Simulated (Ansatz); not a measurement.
**C2H8AlB: density, localisation and related maps**

The calculation's input:

```
crystal:
  periodic: [false, false, false]
  atoms:
    - symbol: C
      position_ang: [-1.294055, 0.753074, -0.721895]
    - symbol: C
      position_ang: [1.069871, 2.017383, -0.111121]
    - symbol: Al
      position_ang: [-0.934606, -0.363256, -2.322057]
    - symbol: B
      position_ang: [0.021069, 0.854530, 0.068954]
    - symbol: H
      position_ang: [-1.661115, 1.708402, -1.121031]
    - symbol: H
      position_ang: [-2.086234, 0.199029, -0.201400]
    - symbol: H
      position_ang: [0.294658, -0.029667, 0.841446]
    - symbol: H
      position_ang: [1.153208, 2.563818, 0.841996]
    - symbol: H
      position_ang: [2.080723, 1.626491, -0.298268]
    - symbol: H
      position_ang: [0.828140, 2.748660, -0.891830]
    - symbol: H
      position_ang: [-1.172062, -1.934415, -2.266387]
    - symbol: H
      position_ang: [-0.457316, 0.320575, -3.676594]
basis:
  gaussian:
    orbitals: def2-TZVPD
output: {forces: true, orbitals: {seedname: orbitals}}
hamiltonian:
  xc: {name: PBE0}
```

Run with:

```sh
ansatz run input.yaml --threads 1 --pin off --max-ram 2610MiB --events-out events.jsonl --progress --plain --runs-dir runs
```

Geometry: B3LYP/6-31G*.

These are results of isolated molecule in a Gaussian basis; Kohn-Sham density functional theory, functional PBE0 (Ansatz), not measurements.

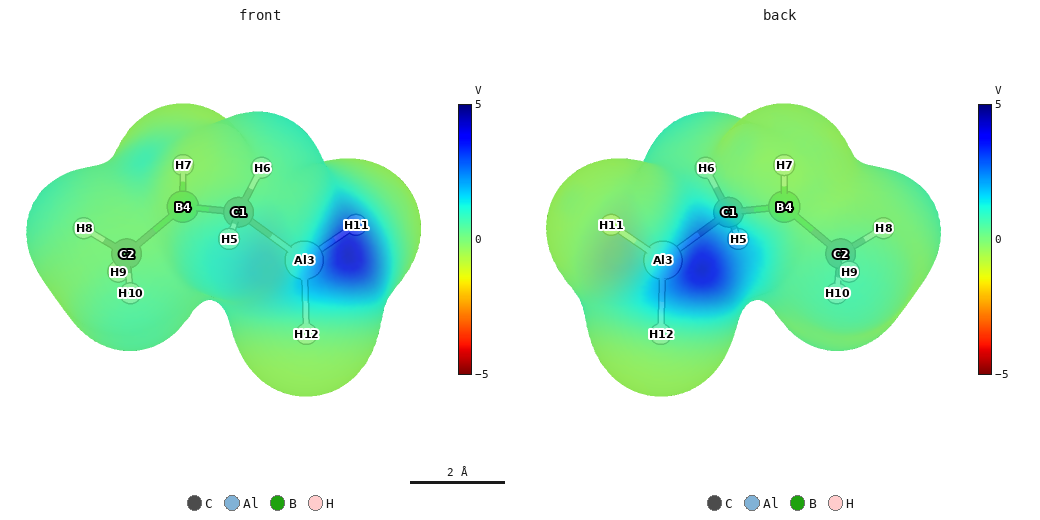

Figure 1. The molecular electrostatic potential painted on the density surface at 0.002 e/bohr³, seen from the front and from behind; red is negative and blue positive.

Q: Which sites attract a positive test charge, and which a negative one?

A: A positive charge is drawn to the negative regions and a negative charge to the positive ones. The most negative region (about −0.4 V, or −9 kcal/mol for a unit charge) lies over H7, H11 and H12, the most positive (about +3.9 V, or +90 kcal/mol for a unit charge) over Al3.

Q: What dipole moment does the calculation give?

A: Its dipole moment is 0.77 D.

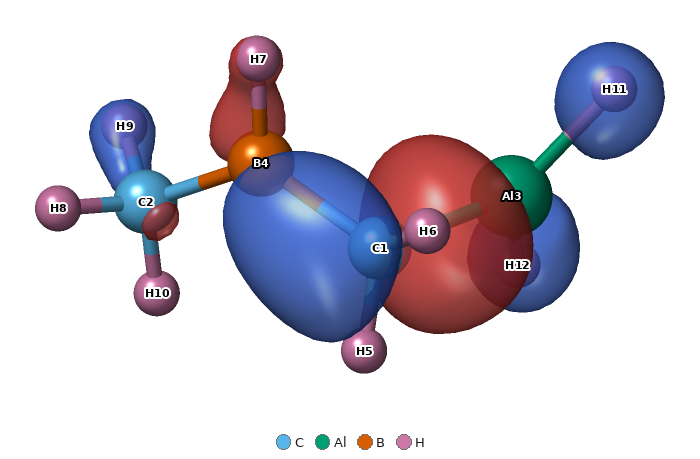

Figure 2. The HOMO at ±0.15 Å⁻³ᐟ² (red and blue are the two phases), seen from one side.

Q: Where does this orbital lie, and at what energy?

A: Its weight (Hirshfeld) is mainly on C1 (about 40 %), Al3 (about 20 %), B4 (about 15 %), H12 (about 5 %) and H11 (about 5 %). Its energy is −8.08 eV.

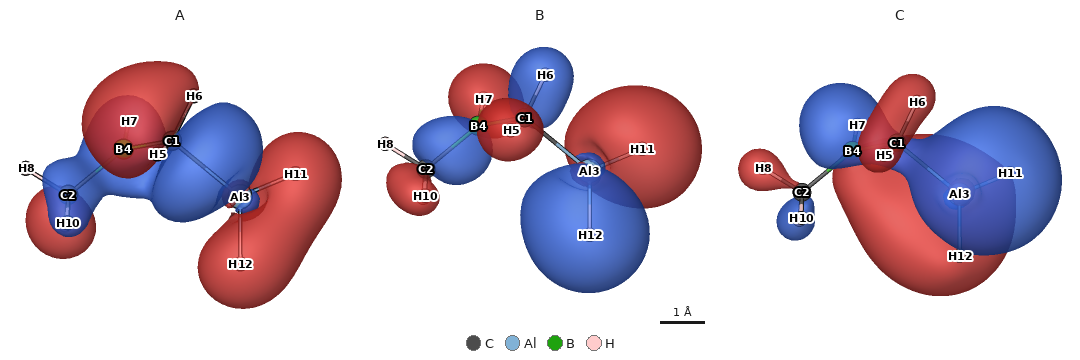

Figure 3. Three frontier orbitals at ±0.06 Å⁻³ᐟ² (blue and red are the two phases), in no order.

Q: Order the three orbitals by energy and name them.

A: B is the HOMO−1 (−8.44 eV). By Hirshfeld shares it lies mainly on Al3 (about 30 %), H11 (about 25 %) and H12 (about 25 %). A is the HOMO (−8.08 eV). It lies mainly on C1 (about 40 %), Al3 (about 20 %), B4 (about 15 %), H12 (about 5 %) and H11 (about 5 %). C is the LUMO (−1.77 eV). Its weight (Hirshfeld) is mainly on Al3 (about 60 %), B4 (about 15 %) and C1 (about 5 %).

Q: What is the HOMO–LUMO gap?

A: 6.31 eV between the orbital energies.
